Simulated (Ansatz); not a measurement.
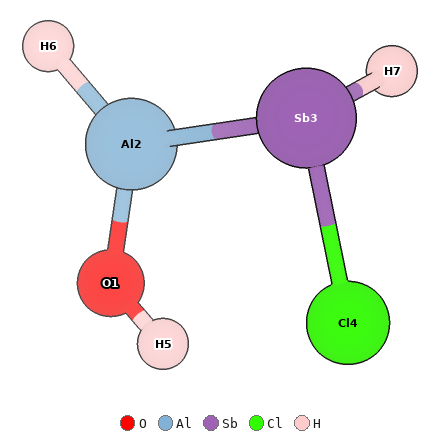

The system is AlClH3OSb, SMILES [OH][AlH][SbH][Cl]; the picture shows the reference structure. 
- The first coordinate is: bond length O1–Al2; the second: dihedral H5–O1–Al2–Sb3.
- Nothing is relaxed (all other coordinates rigid).
- The grid has 9 × 10 points.
- Points are written as (first, second).
- All energies are given in kcal/mol relative to the relaxed molecule at the same level.
- The reference is spin-restricted, which grows unreliable where a bond is stretched far.
- Computed with RKS CAM-B3LYP-D4/def2-SVP in Ansatz.

Its coordinates:

```csv
atom,x (Å),y (Å),z (Å)
O,-1.0835,1.2750,-0.6469
Al,-0.0070,0.9376,0.6152
Sb,0.6156,-1.6480,0.8522
Cl,-0.6714,-1.9981,-1.1748
H,-1.3782,0.5658,-1.2324
H,0.5013,2.1205,1.5195
H,2.0844,-1.3208,0.0215
```

Range: bond length O1–Al2 from 1.388 to 2.539 Å; dihedral H5–O1–Al2–Sb3 from −180 to 144°.

Q: What will the energy surface look like?

A: The lowest grid point is at (1.676 Å, 0°), 0.13 kcal/mol from the relaxed molecule at the same level. A higher local minimum lies near (1.676 Å, −180°) (4.4 kcal/mol above the lowest at that grid point). The highest grid point, (2.539 Å, 108°), lies 80 kcal/mol above the lowest. On the interpolated surface the easiest way out of the lowest well to the well at (1.676 Å, −180°) passes a barrier of about 7.8 kcal/mol. Round the minimum the two coordinates are nearly uncoupled.

| dihedral H5–O1–Al2–Sb3 ↓, bond length O1–Al2 → | 1.388 | 1.532 | 1.676 | 1.820 | 1.964 | 2.108 | 2.251 | 2.395 | 2.539 |
| --- | --- | --- | --- | --- | --- | --- | --- | --- | --- |
| 144 | 65 | 19 | 6 | 10 | 21 | 36 | 51 | 66 | 80 |
| 108 | 67 | 21 | 8 | 12 | 23 | 37 | 52 | 67 | 81 |
| 72 | 66 | 21 | 8 | 11 | 22 | 37 | 52 | 67 | 80 |
| 36 | 61 | 16 | 3 | 7 | 19 | 34 | 50 | 65 | 79 |
| 0 | 57 | 12 | 0 | 5 | 17 | 32 | 48 | 64 | 78 |
| −36 | 60 | 15 | 2 | 7 | 19 | 34 | 49 | 65 | 79 |
| −72 | 66 | 20 | 7 | 10 | 22 | 36 | 51 | 66 | 80 |
| −108 | 67 | 21 | 8 | 11 | 23 | 37 | 52 | 67 | 81 |
| −144 | 64 | 19 | 6 | 10 | 21 | 36 | 51 | 66 | 80 |
| −180 | 63 | 17 | 5 | 8 | 20 | 35 | 50 | 66 | 80 |

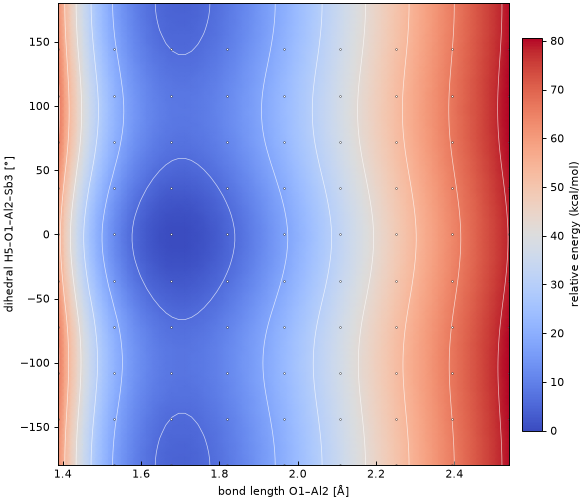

The picture shows a smooth colour map with a few white contour lines, dots at the grid points. Between grid points the surface is interpolated.

Each point was launched as `ansatz run input.yaml --threads 1 --pin off --max-ram 2560MiB --backend cpu --events-out ev --progress --plain --runs-dir out`. Time for the 90 points that were run: 17 min on 1 thread of Arm Neoverse N1, on a shared host.
